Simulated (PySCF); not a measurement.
C6H13BO2, SMILES C(OB(C=C)OCC)C, singlet at its GFN2-xTB optimised geometry (Å):

```
22

B     -0.6059    -0.6208     0.0000
C     -1.5473    -1.8922     0.0580
C     -1.4712    -2.9815    -0.6930
H     -2.3616    -1.8316     0.7715
H     -2.1744    -3.7965    -0.6052
H     -0.7116    -3.1069    -1.4483
O     -1.2468     0.5697     0.0000
C     -0.5786     1.8161    -0.0266
C     -1.3523     2.8262     0.8109
H      0.4424     1.7005     0.3519
H     -0.5251     2.1530    -1.0696
H     -1.3957     2.4984     1.8463
H     -0.8649     3.7965     0.7647
H     -2.3679     2.9182     0.4354
O      0.7544    -0.6208     0.0000
C      1.5801    -1.7594     0.0210
C      2.2078    -1.9985    -1.3488
H      2.3679    -1.5665     0.7597
H      1.0104    -2.6416     0.3366
H      2.7826    -1.1272    -1.6521
H      2.8651    -2.8630    -1.3094
H      1.4324    -2.1729    -2.0906
```

Method: PySCF with PBE0/def2-SVP. Cells within 0.4 Å of a nucleus heavier than hydrogen are left out (blank, or x).

Map of the log10 of the electron density (e/bohr³), floored at −4 on the plane z = 0.0 Å:

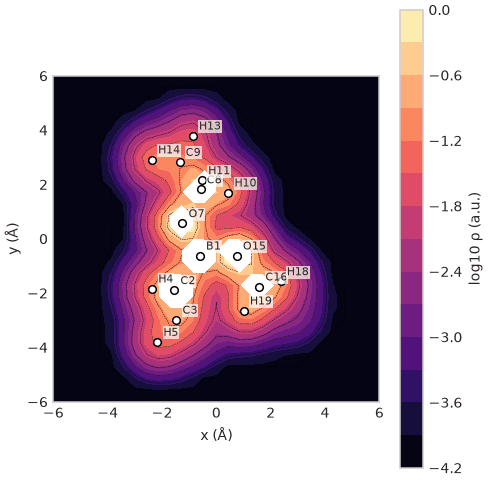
Figure. Log10 of the electron density (e/bohr³), floored at −4 on the plane z = 0.0 Å.
